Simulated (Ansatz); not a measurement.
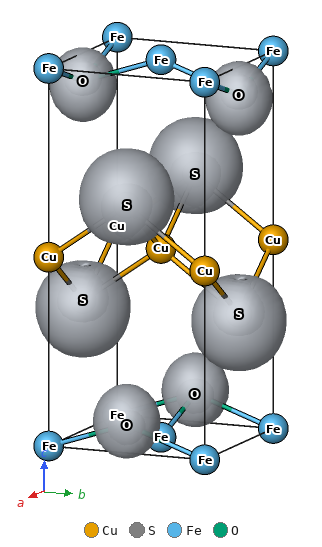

The picture shows: FeCuSO. Isosurface of the ELF at 0.75 (grey), seen slightly off an axis. Core shells are left out. Sticks mark near contacts.

Space group P4/nmm; not relaxed (largest force 0.7 eV/Å); computed pressure about −5 GPa in this cell; not the lowest SCF solution found, which lies 30 meV/atom lower; Hubbard U of 6.28 eV on Cu d only; site moments Fe: +3.3 μB and −3.3 μB in one cell of 8 atoms (antiferromagnetic in this solution, which needn't be the ground state, with every nearest magnetic neighbour opposed); spin-polarised.

These are results of DFT, PAW plane waves, PBE+U in Ansatz, not measurements.

Core electrons are frozen (PAW), and the valence fields are smoothed inside the atomic spheres.

### What do the ELF domains correspond to?

The ELF exceeds this value in two regions wrapped around O (the valence shell of each) and two regions wrapped around S (the valence shell of each), counted in one cell of 8 atoms. Any copies at cell faces, edges or corners count once. Along the contacts the grid gives the following. Fe–O (2.05 Å): the ELF peaks at about 0.80 in the valence shell of O, 0.6 Å from its nucleus, and is about 0.15 at the midpoint; no localised pair shows between them. Cu–S (2.37 Å): the ELF peaks at about 0.85 in the valence shell of S, 0.8 Å from its nucleus, and is about 0.40 at the midpoint.
